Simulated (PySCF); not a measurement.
C₃H₆FNSi₂ (SMILES N#C[SiH2]/C=C(\F)[SiH3])

```json
{"atom": "N", "x (Å)": "-3.9083", "y (Å)": "1.6868", "z (Å)": "0.4985"}
{"atom": "C", "x (Å)": "-3.1544", "y (Å)": "0.8285", "z (Å)": "0.4139"}
{"atom": "Si", "x (Å)": "-1.9297", "y (Å)": "-0.5773", "z (Å)": "0.2767"}
{"atom": "C", "x (Å)": "-0.2406", "y (Å)": "0.2600", "z (Å)": "0.2842"}
{"atom": "C", "x (Å)": "0.9025", "y (Å)": "-0.4117", "z (Å)": "0.1985"}
{"atom": "F", "x (Å)": "0.8264", "y (Å)": "-1.7716", "z (Å)": "0.1013"}
{"atom": "Si", "x (Å)": "2.6902", "y (Å)": "0.2286", "z (Å)": "0.1901"}
{"atom": "H", "x (Å)": "-2.1258", "y (Å)": "-1.4327", "z (Å)": "1.4488"}
{"atom": "H", "x (Å)": "-2.2014", "y (Å)": "-1.2599", "z (Å)": "-0.9898"}
{"atom": "H", "x (Å)": "-0.1652", "y (Å)": "1.3341", "z (Å)": "0.3608"}
{"atom": "H", "x (Å)": "3.3779", "y (Å)": "-0.3725", "z (Å)": "1.3321"}
{"atom": "H", "x (Å)": "2.6204", "y (Å)": "1.6837", "z (Å)": "0.2992"}
{"atom": "H", "x (Å)": "3.3036", "y (Å)": "-0.1956", "z (Å)": "-1.0678"}
```

Geometry: GFN2-xTB.

These are results of PBE0/pcSseg-1, SCF density, gas phase, non-relativistic in PySCF, not measurements.

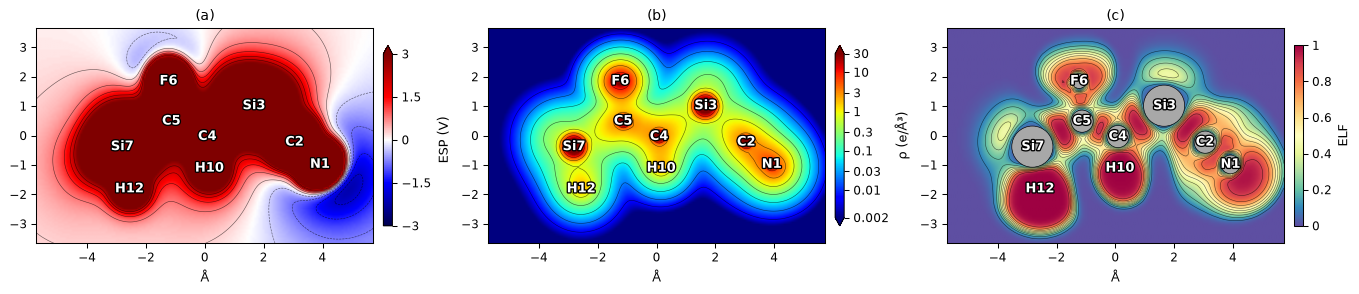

Figure 1. (a) electrostatic potential; (b) electron density; (c) ELF on the plane of atoms F6, C5 and Si7. Grey discs cover the atomic cores in the ELF map.

### Describe what can be read from this map.

The section cuts through N, C, Si, F and H sites.
C–N (1.15 Å): ρ is about 3.6 e/Å³ halfway; the ELF peaks at about 0.85 between the atoms (a multiple bond).
C–C (1.33 Å): the density is about 2.3 e/Å³ at the midpoint; the ELF peaks at about 0.95 between the atoms: a short, multiple covalent bond.
C–F (1.37 Å): ρ is about 2.1 e/Å³ halfway, with its minimum of 1.7 e/Å³ about 0.5 Å from C; the ELF peaks at about 0.85 between the atoms, as expected for a shared but strongly polarised pair.
C–Si (1.87 Å): the density is about 0.88 e/Å³ at the midpoint; the ELF peaks at about 1 between the atoms; a shared electron pair.
C–H (1.08 Å): the density is about 2 e/Å³ at the midpoint; the ELF climbs to about 1 towards the hydrogen, as it does in any bond to H: a covalent bond by its length.
The ELF also peaks beside N1 and F6, away from the bonds: lone-pair regions.
Outside the dense part of the molecule the potential is most negative (−2.2 V) near N1.

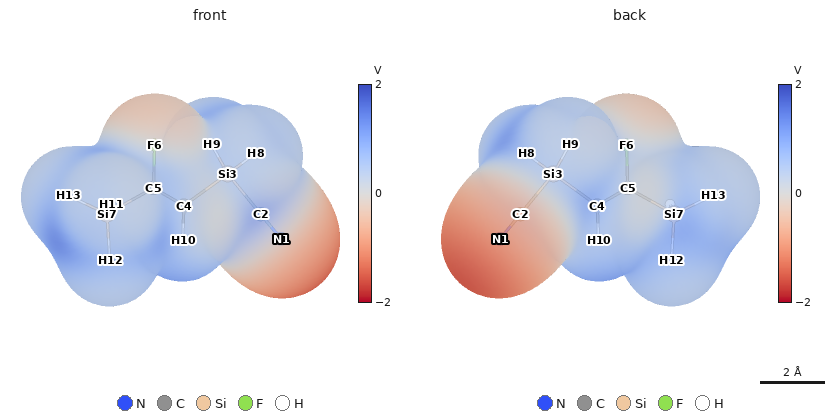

Figure 2. The electrostatic potential painted on the density surface at 0.001 e/bohr³, seen from the front and from behind; red is negative and blue positive.

### Which sites attract a positive test charge, and which a negative one?

A positive charge is drawn to the negative regions and a negative charge to the positive ones. The most negative region (about −1.6 V, or −37 kcal/mol for a unit charge) lies over N1, the most positive (about +1.3 V, or +30 kcal/mol for a unit charge) over Si7. N1 is the likeliest acceptor of a hydrogen bond.
